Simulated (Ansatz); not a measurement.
# Electron scattering at the Σ3 (111) boundary in bcc Ta, starting shift (0.5, 0)

Aim: the relaxed structure and the specific resistance of the Σ3 (111) boundary in bcc Ta, starting shift (0.5, 0).

Main program and level: Ansatz 0.2.0; Ansatz plane-wave DFT, PBE, PAW files; relaxation of a bicrystal slab with its lowest layers held; PAW set soft_1, in the first sound run; inputs show where later runs differ.

### Step 1. The structure

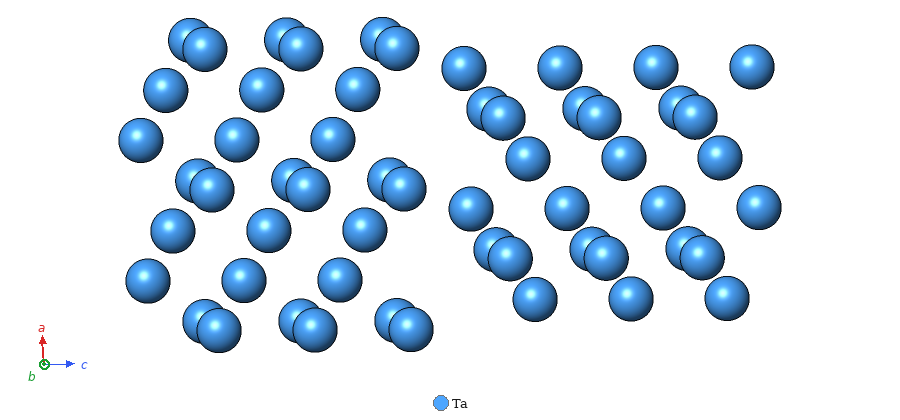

The cell as given, from the side, with the c axis across the page (tantalum blue). 2×1×1 cells are drawn. Some periodic images of atoms are drawn too.

The cell holds 19 atoms: 19 Ta. Its edges and angles: a = 4.671 Å, b = 4.671 Å, c = 29.314 Å, α = 90.0°, β = 90.0°, γ = 120.0°. It derives from Ta. built on the (1 1 1) plane; 2 overlapping atoms removed and the grains opened by 0.2 Å. Vacuum lies along c.

### Step 2. Relaxing the bicrystal

The boundary is built by mirroring the lower grain in the boundary plane and removing any atoms that overlap. A thin bicrystal slab is relaxed first, with the lowest layers held and the upper grain free to shift and open.

Input file input.yaml:

```yaml
crystal:
  lattice:
    - [4.6705251426, 0.0, 0.0]
    - [-2.3352625713, 4.0447934225, 0.0]
    - [0.0, 0.0, 29.3139720975]
  atoms:
    - { symbol: Ta, position: [0.3333333334, 0.6666666667, 0.1705671269] }
    - { symbol: Ta, position: [0.6666666667, 0.3333333334, 0.2030897393] }
    - { symbol: Ta, position: [0.0, 0.0, 0.2356123517] }
    - { symbol: Ta, position: [0.3333333334, 0.6666666667, 0.2681349642] }
    - { symbol: Ta, position: [0.6666666667, 0.3333333334, 0.3006575766] }
    - { symbol: Ta, position: [0.0, 0.0, 0.333180189] }
    - { symbol: Ta, position: [0.3333333333, 0.6666666667, 0.3657028014] }
    - { symbol: Ta, position: [0.6666666667, 0.3333333333, 0.3982254138] }
    - { symbol: Ta, position: [0.0, 0.0, 0.4307480262] }
    - { symbol: Ta, position: [0.8333333333, 0.6666666667, 0.502615936] }
    - { symbol: Ta, position: [0.5, 0.0, 0.5351385484] }
    - { symbol: Ta, position: [0.1666666667, 0.3333333334, 0.5676611609] }
    - { symbol: Ta, position: [0.8333333334, 0.6666666667, 0.6001837733] }
    - { symbol: Ta, position: [0.5, 0.0, 0.6327063857] }
    - { symbol: Ta, position: [0.1666666667, 0.3333333334, 0.6652289981] }
    - { symbol: Ta, position: [0.8333333334, 0.6666666667, 0.6977516105] }
    - { symbol: Ta, position: [0.5, 1.0e-10, 0.7302742229] }
    - { symbol: Ta, position: [0.1666666667, 0.3333333334, 0.7627968353] }
    - { symbol: Ta, position: [0.8333333334, 0.6666666668, 0.7953194477] }
kpoints:
  mp_grid: { grid: [6, 6, 1] }
hamiltonian:
  xc: pbe
  pseudopotentials: { kind: paw, azcp: { folder: soft_1 } }
scf:
  occupations: { method: fermi_dirac, width: 0.1 }
relax:
  f_tol: 0.03
  max_steps: 80
  constraints: [{ sites: [0, 1, 2, 3] }]
```

Started as:

```console
> ansatz run input.yaml --threads 4 --pin off --max-ram 15360MiB --backend cpu --events-out ev --progress --plain --runs-dir out
```

Numbers of over 12 decimals in the logs are rounded to 6 here.

The program printed:

```text
Engine: ansatz 0.2.0, aarch64-unknown-linux-gnu
Pseudopotentials: kind: paw
Pseudopotential: Ta, paw, valence charge 13, recommended cutoff 420 eV (normal), soft_1/Ta.paw.azcp
Functional definition: PBE
  parameter kappa = 0.804
  parameter beta = 0.066725
  exchange = pbe_x(kappa = kappa, mu = beta*pi^2/3)
  correlation = pbe_c(beta = beta)
Crystal: 19 atoms, lattice volume = 553.779 Å³
Basis set: ecut = 420 eV, 10843 PW (Γ), exchange–correlation on 64×64×400 points (8 copies of the dense FFT grid, shifted against one another)
Bands: 149, of which v1, the nominal top of the filled ones, is band 124 counted from 1 (123 counted from 0)
Symmetry: 2 space group operations
Space group: Cm (ITA 8), of the structure as read, at distance tolerance 8.2e-5 Å
k-points: 13 of 36 (time reversal used)
Non-local potential: Ta, projectors of the file, l = 0: 3, l = 1: 2, l = 2: 2, l = 3: 1
PAW form: soft (Blöchl's): semilocal exchange-correlation on the pseudo side does not see the compensation charge
PAW one-centre angular grid: Ta, 590 points (default); XC on 64 Gauss nodes
Initial density: superposition of atomic densities (neutral atoms: chi_scale 0, normalization atom)
Initial wavefunctions: pseudopotential atomic-orbital guess
Functional: x = pbe(κ = 0.804, μ = 0.219515), c = pbe(β = 0.066725)
SCF iter   1: F=—  HF=-188732.648126 eV  |F-HF|=—  |Δ(HF+E_count)|=         —  Δρ=5.18e-2  dr2=2.31e2  ethr=3.10e-3  ⟨swp⟩=8.8  Hψ=9042  notcnv=0  defer=2
preconditioner: auto → LDOS  [metal: Δε(μ)=0.041 eV  Ē_g=4.153 eV  σ=0.100 eV  W_gap=0.10  n_scr=124 (ndim 8)  ℏωp=15.4 eV  f_vac=0.274  D(μ)=15.73/eV (n_scr^D=110)  β→1.0]
SCF iter   2: F=—  HF=-188748.945283 eV  |F-HF|=—  |Δ(HF+E_count)|=    1.63e1  Δρ=8.26e-2  dr2=1.69e3  ethr=3.10e-3  ⟨swp⟩=18.0  Hψ=19343  notcnv=0  defer=20  recentre
SCF iter   3: F=—  HF=-188724.406241 eV  |F-HF|=—  |Δ(HF+E_count)|=    2.45e1  Δρ=3.11e-2  dr2=9.78e1  ethr=3.10e-3  ⟨swp⟩=14.8  Hψ=10480  notcnv=0  defer=32
SCF iter   4: F=—  HF=-188720.653747 eV  |F-HF|=—  |Δ(HF+E_count)|=    3.75e0  Δρ=9.93e-3  dr2=8.93e0  ethr=3.10e-3  ⟨swp⟩=8.8  Hψ=4350  notcnv=0  defer=23
SCF iter   5: F=—  HF=-188720.338633 eV  |F-HF|=—  |Δ(HF+E_count)|=   3.15e-1  Δρ=6.02e-3  dr2=4.46e0  ethr=3.10e-3  ⟨swp⟩=3.7  Hψ=2846  notcnv=0  defer=15
SCF iter   6: F=—  HF=-188720.282251 eV  |F-HF|=—  |Δ(HF+E_count)|=   5.64e-2  Δρ=1.55e-3  dr2=6.78e-2  ethr=1.81e-3  ⟨swp⟩=2.8  Hψ=2313  notcnv=0  defer=14
SCF iter   7: F=—  HF=-188720.265480 eV  |F-HF|=—  |Δ(HF+E_count)|=   1.68e-2  Δρ=6.92e-4  dr2=6.01e-2  ethr=2.75e-5  ⟨swp⟩=3.2  Hψ=3733  notcnv=0  defer=13
SCF iter   8: F=—  HF=-188720.260756 eV  |F-HF|=—  |Δ(HF+E_count)|=   4.72e-3  Δρ=2.84e-4  dr2=2.62e-3  ethr=2.43e-5  ⟨swp⟩=2.6  Hψ=2473  notcnv=0  defer=11
SCF iter   9: F=—  HF=-188720.261692 eV  |F-HF|=—  |Δ(HF+E_count)|=   9.36e-4  Δρ=1.23e-4  dr2=1.62e-3  ethr=1.06e-6  ⟨swp⟩=3.2  Hψ=2903  notcnv=0  defer=9
SCF iter  10: F=—  HF=-188720.261867 eV  |F-HF|=—  |Δ(HF+E_count)|=   1.75e-4  Δρ=6.92e-5  dr2=6.00e-4  ethr=6.57e-7  ⟨swp⟩=2.0  Hψ=2112  notcnv=0  defer=8
SCF iter  11: F=-188720.261855 eV  HF=-188720.261867 eV  |F-HF|=1.20e-5  |Δ(HF+E_count)|=   6.01e-7  Δρ=2.06e-5  dr2=1.40e-5  ethr=9.11e-9  ⟨swp⟩=4.4  Hψ=7079  notcnv=0
SCF 1 converged in 11 iterations: F = -188720.261855 eV  dr2 = 1.40e-5
  greatest PAW one-centre occupation: 0.999 electrons in one spin orbital (limit 2), on the Ta atom at site 5 (counted from 0), in its partial waves of l = 0
relax step   1: F+E_penalty+E_count = -188720.26185475 eV  Δ(F+E_penalty+E_count) = +0.000e0 eV  max|allowed force component| = 2.121e0 eV/Å  Δτ_max = 0.0000 Å  (11 SCF iters, dr2 threshold 2.25e-5 eV, accepted)
Initial density: handed on by an earlier stage of this run
Initial wavefunctions: those handed on with the density
iter 1 solved again at ethr=2.81e-3 eV; its pass at ethr=3.10e-3 eV (dr2=6.95e0 eV) is discarded
SCF iter   1: F=—  HF=-188721.613805 eV  |F-HF|=—  |Δ(HF+E_count)|=         —  Δρ=1.36e-2  dr2=7.20e0  ethr=2.81e-3  ⟨swp⟩=1.9  Hψ=7059  notcnv=0  defer=4
preconditioner: auto → LDOS  [metal: Δε(μ)=0.015 eV  Ē_g=3.599 eV  σ=0.100 eV  W_gap=0.04  n_scr=124 (ndim 8)  ℏωp=15.4 eV  f_vac=0.284  D(μ)=27.80/eV (n_scr^D=256)  β→1.0]
SCF iter   2: F=—  HF=-188721.339938 eV  |F-HF|=—  |Δ(HF+E_count)|=   2.74e-1  Δρ=7.44e-3  dr2=8.58e-1  ethr=2.81e-3  ⟨swp⟩=3.3  Hψ=2720  notcnv=0  defer=5
SCF iter   3: F=—  HF=-188721.237757 eV  |F-HF|=—  |Δ(HF+E_count)|=   1.02e-1  Δρ=2.77e-3  dr2=1.28e-1  ethr=3.48e-4  ⟨swp⟩=3.2  Hψ=3781  notcnv=0  defer=6
SCF iter   4: F=—  HF=-188721.214298 eV  |F-HF|=—  |Δ(HF+E_count)|=   2.35e-2  Δρ=5.99e-4  dr2=1.08e-2  ethr=5.17e-5  ⟨swp⟩=2.2  Hψ=3425  notcnv=0  defer=4
SCF iter   5: F=—  HF=-188721.214226 eV  |F-HF|=—  |Δ(HF+E_count)|=   7.23e-5  Δρ=1.97e-4  dr2=6.62e-4  ethr=4.36e-6  ⟨swp⟩=2.0  Hψ=2639  notcnv=0  defer=4
SCF iter   6: F=—  HF=-188721.214233 eV  |F-HF|=—  |Δ(HF+E_count)|=   7.40e-6  Δρ=7.42e-5  dr2=1.02e-4  ethr=2.68e-7  ⟨swp⟩=2.0  Hψ=2710  notcnv=0  defer=4
SCF iter   7: F=-188721.214229 eV  HF=-188721.214242 eV  |F-HF|=1.34e-5  |Δ(HF+E_count)|=   8.94e-6  Δρ=2.93e-5  dr2=1.95e-5  ethr=4.05e-8  ⟨swp⟩=3.0  Hψ=6888  notcnv=0
SCF 2 converged in 7 iterations: F = -188721.214229 eV  dr2 = 1.95e-5
relax step   2: F+E_penalty+E_count = -188721.21422864 eV  Δ(F+E_penalty+E_count) = -9.524e-1 eV  max|allowed force component| = 7.944e-1 eV/Å  Δτ_max = 0.1948 Å  (7 SCF iters, dr2 threshold 1.00e-4 eV, accepted)
SCF iter   1: F=—  HF=-188721.958483 eV  |F-HF|=—  |Δ(HF+E_count)|=         —  Δρ=1.22e-2  dr2=1.12e1  ethr=3.10e-3  ⟨swp⟩=7.1  Hψ=4601  notcnv=0  defer=6
preconditioner: auto → LDOS  [metal: Δε(μ)=0.009 eV  Ē_g=3.611 eV  σ=0.100 eV  W_gap=0.02  n_scr=124 (ndim 8)  ℏωp=15.4 eV  f_vac=0.288  D(μ)=25.91/eV (n_scr^D=230)  β→1.0]
SCF iter   2: F=—  HF=-188721.733413 eV  |F-HF|=—  |Δ(HF+E_count)|=   2.25e-1  Δρ=4.04e-3  dr2=6.70e-1  ethr=3.10e-3  ⟨swp⟩=1.9  Hψ=2308  notcnv=0  defer=8
SCF iter   3: F=—  HF=-188721.720092 eV  |F-HF|=—  |Δ(HF+E_count)|=   1.33e-2  Δρ=2.34e-3  dr2=9.24e-2  ethr=2.71e-4  ⟨swp⟩=2.0  Hψ=3073  notcnv=0  defer=8
SCF iter   4: F=—  HF=-188721.701830 eV  |F-HF|=—  |Δ(HF+E_count)|=   1.83e-2  Δρ=4.01e-4  dr2=3.77e-3  ethr=3.74e-5  ⟨swp⟩=2.0  Hψ=3313  notcnv=0  defer=8
SCF iter   5: F=—  HF=-188721.701510 eV  |F-HF|=—  |Δ(HF+E_count)|=   3.20e-4  Δρ=1.28e-4  dr2=3.74e-4  ethr=1.52e-6  ⟨swp⟩=3.3  Hψ=3354  notcnv=0  defer=8
SCF iter   6: F=-188721.701490 eV  HF=-188721.701507 eV  |F-HF|=1.77e-5  |Δ(HF+E_count)|=   2.82e-6  Δρ=4.75e-5  dr2=3.81e-5  ethr=1.60e-8  ⟨swp⟩=3.3  Hψ=7571  notcnv=0
SCF 3 converged in 6 iterations: F = -188721.701490 eV  dr2 = 3.81e-5
[...]
relax step   6: F+E_penalty+E_count = -188722.67148122 eV  Δ(F+E_penalty+E_count) = -2.592e-1 eV  max|allowed force component| = 3.768e-1 eV/Å  Δτ_max = 0.1914 Å  (7 SCF iters, dr2 threshold 5.97e-5 eV, accepted)
relax step   7: F+E_penalty+E_count = -188722.85472130 eV  Δ(F+E_penalty+E_count) = -1.832e-1 eV  max|allowed force component| = 2.200e-1 eV/Å  Δτ_max = 0.2000 Å  (7 SCF iters, dr2 threshold 3.62e-5 eV, accepted)
relax step   8: F+E_penalty+E_count = -188722.95997489 eV  Δ(F+E_penalty+E_count) = -1.053e-1 eV  max|allowed force component| = 2.215e-1 eV/Å  Δτ_max = 0.1935 Å  (7 SCF iters, dr2 threshold 1.65e-5 eV, accepted)
relax step   9: F+E_penalty+E_count = -188723.02597783 eV  Δ(F+E_penalty+E_count) = -6.600e-2 eV  max|allowed force component| = 9.892e-2 eV/Å  Δτ_max = 0.2000 Å  (7 SCF iters, dr2 threshold 1.67e-5 eV, accepted)
relax step  10: F+E_penalty+E_count = -188723.05554585 eV  Δ(F+E_penalty+E_count) = -2.957e-2 eV  max|allowed force component| = 4.040e-2 eV/Å  Δτ_max = 0.1956 Å  (8 SCF iters, dr2 threshold 1.95e-6 eV, accepted)
relax step  11: F+E_penalty+E_count = -188723.06797018 eV  Δ(F+E_penalty+E_count) = -1.242e-2 eV  max|allowed force component| = 6.285e-2 eV/Å  Δτ_max = 0.1952 Å  (8 SCF iters, accepted)
relax step  12: F+E_penalty+E_count = -188723.07256329 eV  Δ(F+E_penalty+E_count) = -4.593e-3 eV  max|allowed force component| = 5.942e-2 eV/Å  Δτ_max = 0.1276 Å  (10 SCF iters, accepted)
relax step  13: F+E_penalty+E_count = -188723.07526952 eV  Δ(F+E_penalty+E_count) = -2.706e-3 eV  max|allowed force component| = 3.373e-2 eV/Å  Δτ_max = 0.0708 Å  (6 SCF iters, dr2 threshold 3.15e-6 eV, accepted)
relax step  14: F+E_penalty+E_count = -188723.07325449 eV  Δ(F+E_penalty+E_count) = +2.015e-3 eV  max|allowed force component| = 1.519e-1 eV/Å  Δτ_max = 0.1155 Å  (9 SCF iters, rejected (line search))
relax step  15: F+E_penalty+E_count = -188723.07658697 eV  Δ(F+E_penalty+E_count) = -1.317e-3 eV  max|allowed force component| = 8.632e-3 eV/Å  Δτ_max = 0.0550 Å  (9 SCF iters, accepted)
relax step  16: F+E_penalty+E_count = -188723.07668253 eV  Δ(F+E_penalty+E_count) = -9.556e-5 eV  max|allowed force component| = 3.667e-2 eV/Å  Δτ_max = 0.0553 Å  (9 SCF iters, accepted)
relax step  17: F+E_penalty+E_count = -188723.07689485 eV  Δ(F+E_penalty+E_count) = -2.123e-4 eV  max|allowed force component| = 3.006e-2 eV/Å  Δτ_max = 0.1028 Å  (9 SCF iters, accepted)
relax step  18: F+E_penalty+E_count = -188723.07589403 eV  Δ(F+E_penalty+E_count) = +1.001e-3 eV  max|allowed force component| = 9.668e-2 eV/Å  Δτ_max = 0.0664 Å  (8 SCF iters, rejected (line search))
relax step  19: F+E_penalty+E_count = -188723.07667299 eV  Δ(F+E_penalty+E_count) = +2.219e-4 eV  max|allowed force component| = 4.090e-2 eV/Å  Δτ_max = 0.0323 Å  (8 SCF iters, rejected (line search))
SCF iter   1: F=—  HF=-188723.077812 eV  |F-HF|=—  |Δ(HF+E_count)|=         —  Δρ=9.68e-4  dr2=2.81e-2  ethr=2.75e-5  ⟨swp⟩=2.5  Hψ=3420  notcnv=0  defer=5
preconditioner: auto → LDOS  [metal: Δε(μ)=0.011 eV  Ē_g=3.719 eV  σ=0.100 eV  W_gap=0.03  n_scr=124 (ndim 8)  ℏωp=15.4 eV  f_vac=0.316  D(μ)=24.00/eV (n_scr^D=194)  β→1.0]
SCF iter   2: F=—  HF=-188723.077269 eV  |F-HF|=—  |Δ(HF+E_count)|=   5.43e-4  Δρ=2.95e-4  dr2=8.19e-4  ethr=1.14e-5  ⟨swp⟩=1.0  Hψ=2236  notcnv=0  defer=5
SCF iter   3: F=—  HF=-188723.077185 eV  |F-HF|=—  |Δ(HF+E_count)|=   8.44e-5  Δρ=1.47e-4  dr2=2.25e-4  ethr=3.31e-7  ⟨swp⟩=2.2  Hψ=3320  notcnv=0  defer=5
SCF iter   4: F=—  HF=-188723.077127 eV  |F-HF|=—  |Δ(HF+E_count)|=   5.83e-5  Δρ=5.34e-5  dr2=1.91e-5  ethr=9.11e-8  ⟨swp⟩=2.1  Hψ=3117  notcnv=0  defer=5
SCF iter   5: F=—  HF=-188723.077160 eV  |F-HF|=—  |Δ(HF+E_count)|=   3.33e-5  Δρ=1.54e-5  dr2=4.17e-6  ethr=7.74e-9  ⟨swp⟩=2.0  Hψ=3395  notcnv=0  defer=5
SCF iter   6: F=—  HF=-188723.077159 eV  |F-HF|=—  |Δ(HF+E_count)|=   7.39e-7  Δρ=3.85e-6  dr2=2.55e-7  ethr=1.69e-9  ⟨swp⟩=2.0  Hψ=2693  notcnv=0  defer=5
SCF iter   7: F=-188723.077159 eV  HF=-188723.077159 eV  |F-HF|=1.36e-8  |Δ(HF+E_count)|=   2.57e-8  Δρ=1.34e-6  dr2=1.98e-8  ethr=4.05e-11  ⟨swp⟩=5.0  Hψ=7235  notcnv=0
SCF 20 converged in 7 iterations: F = -188723.077159 eV  dr2 = 1.98e-8
relax step  20: F+E_penalty+E_count = -188723.07715931 eV  Δ(F+E_penalty+E_count) = -2.645e-4 eV  max|allowed force component| = 1.189e-2 eV/Å  Δτ_max = 0.0156 Å  (7 SCF iters, accepted)
SCF converged after 7 iterations
Free energy (F): -188723.077159 eV
Harris-Foulkes:  -188723.077159 eV  (|F-HF|=1.36e-8)
Internal energy: -188722.283639 eV  (E = F + TS)
E sigma→0 (E₀):  -188722.680399 eV
Entropy (-TS):   -0.793520 eV (-41.764 meV/atom)
Fermi energy:    10.217915 eV
--- Per-component energies (eV) ---
  E_band       = -4079.994141
  E_kinetic    = 7466.867636
  E_local      = -206912.070931  (includes V_loc(G=0)·N_el)
  E_nonlocal   = -208.397404
  E_hartree    = 100978.087414
  E_xc         = -6094.116770
  E_vxc        = -4426.168736  (∫ρ·V_xc dr)
  E_paw        = -157786.998037  (= ΣΔE_a)
  E_vpaw       = -1956.405724  (= ΣTr[D̂ρ^β])
  E_aug_tail   = 0.001781  (compensation charges beyond the density's cutoff)
  E_ewald      = 73834.342670
  E_smearing   = -0.793520  (= −TS)
  E_closure    = 0.000000  (closes the sum)
  Σ components = -188723.077159   (vs F -188723.077159, Δ=0.00e0)
--- Forces (eV/Å), atoms counted from 1 ---
  atom   1  Ta     0.00000000    -0.00058016     1.84609292
  atom   2  Ta    -0.00000000    -0.00205625    -0.03170186
  atom   3  Ta    -0.00000000     0.00908151    -1.32725904
  atom   4  Ta    -0.00000000    -0.00356449    -0.48833797
  atom   5  Ta    -0.00000000    -0.00448051    -0.00303957
  atom   6  Ta     0.00000000     0.00150774     0.00237894
  atom   7  Ta     0.00000000    -0.00315495     0.00303260
  atom   8  Ta    -0.00000000     0.00447302     0.00448510
  atom   9  Ta    -0.00000000    -0.00046828    -0.00219684
  atom  10  Ta    -0.00000000     0.00230872    -0.00275407
  atom  11  Ta     0.00000000    -0.00164615    -0.00173721
  atom  12  Ta     0.00000000    -0.00092886     0.00053440
  atom  13  Ta     0.00000000     0.00001531     0.00536140
  atom  14  Ta    -0.00000000    -0.00025388    -0.00284234
  atom  15  Ta    -0.00000000    -0.00094589    -0.00811430
  atom  16  Ta     0.00000000     0.00032231     0.00139299
  atom  17  Ta    -0.00000000     0.00008397     0.01189142
  atom  18  Ta    -0.00000000     0.00055678    -0.00926274
  atom  19  Ta     0.00000000    -0.00030032     0.00205414
  max |Σ_I F_I| component: 3.04e-5 eV/Å
--- Relaxed structure (20 steps of the walk, 17 accepted, 0 SCFs on fresh bases) ---
  F+E_penalty+E_count = -188723.07715931 eV   max|allowed force component| = 1.189e-2 eV/Å
  atoms:
    - { symbol: Ta, position: [0.33333333335, 0.6666666667, 0.170567] }
    - { symbol: Ta, position: [0.666667, 0.3333333334, 0.2030897393] }
    - { symbol: Ta, position: [0.0, 0.0, 0.235612] }
    - { symbol: Ta, position: [0.33333333335, 0.6666666667, 0.2681349642] }
    - { symbol: Ta, position: [0.666656, 0.333311, 0.298217] }
    - { symbol: Ta, position: [2.4600460499994546e-5, 4.9200920999989086e-5, 0.333945] }
    - { symbol: Ta, position: [0.333318, 0.666636, 0.368877] }
    - { symbol: Ta, position: [0.667159, 0.334317, 0.391243] }
    - { symbol: Ta, position: [0.00487898, 0.00975796, 0.434999] }
    - { symbol: Ta, position: [0.675692, 0.351384, 0.477494] }
    - { symbol: Ta, position: [0.343147, -0.313705, 0.500985] }
    - { symbol: Ta, position: [0.0098085, 0.019617, 0.535388] }
    - { symbol: Ta, position: [0.676816, 0.353633, 0.569884] }
    - { symbol: Ta, position: [0.343392, -0.313217, 0.602010] }
    - { symbol: Ta, position: [0.00987807, 0.019756, 0.634438] }
    - { symbol: Ta, position: [0.676582, 0.353163, 0.665857] }
    - { symbol: Ta, position: [0.343329, -0.313342, 0.703432] }
    - { symbol: Ta, position: [0.010036, 0.020072, 0.730403] }
    - { symbol: Ta, position: [0.676723, 0.353446, 0.756000] }
```

The job ended after 11 min (4 threads of Arm Neoverse V1, shared host; peak memory 2 GiB; 43 min of CPU time).

(Part 1 of 3 ends here.)

[Logs are printed without paths, hosts, clocks, repeated set-up lines and the standing remarks that a program may print on its own settings, such as how far it seeks lower states.]

[Hosts, paths, dates, database ids (printed as entryN), source tags and the programs' standing remarks are cut or masked in the printed files.]
